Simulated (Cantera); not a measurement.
A closed system holds: 1 mol C₂H₄, 0.011 mol O₂, 77 mol H₂, equilibrated at 383 Torr.

These are equilibrium values from Cantera (NASA tables, ideal gas, pure condensed phases), not measurements of a reactor. Candidate condensed phases: C, C₆H₆, C₇H₈, C₈H₁₈, H₂O; 110 gas species. Rates play no part.

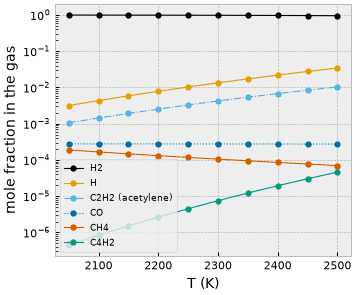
Fig. 1. Equilibrium gas composition (values under 1e-9 drawn at 1e-9)

From 2050 K to 2500 K the condensed part is C(graphite). The main C-bearing gas is C₂H₂ (acetylene) throughout. The share of C in condensed phases is highest at 2050 K (89.7 %) and lowest at 2500 K (14.3 %).
